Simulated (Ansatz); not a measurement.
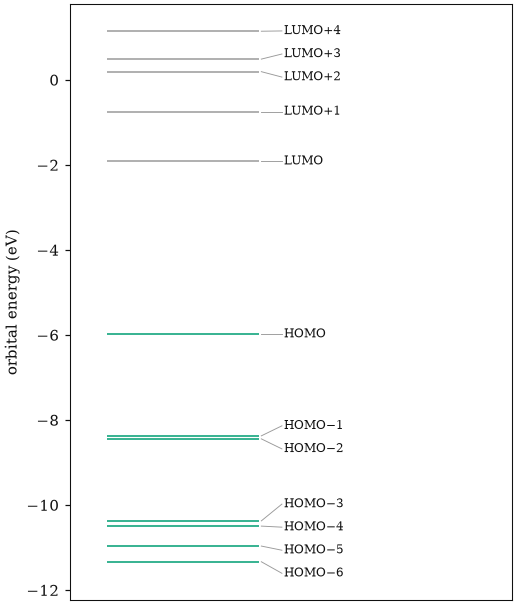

Kohn-Sham orbital energies near the frontier, HSE06/def2-TZVPP in the Ansatz code, at a PBE0-D4/def2-TZVP geometry (a minimum by its frequencies), isolated molecule; empty levels in grey, levels within 0.03 eV side by side.

Question: Which molecule has this level scheme?
A. C₂H₇BZn, SMILES C[B](C)[ZnH], singlet
B. CH₅BF₂Si, SMILES B[C@@H](F)[SiH2]F
C. CH₇BN₂O, SMILES NB(N)CO

Answer: A. HOMO −5.98 eV, LUMO −1.92 eV, separation 4.07 eV.

Note: no scalar relativity up to krypton; empty levels above zero depend strongly on the basis.
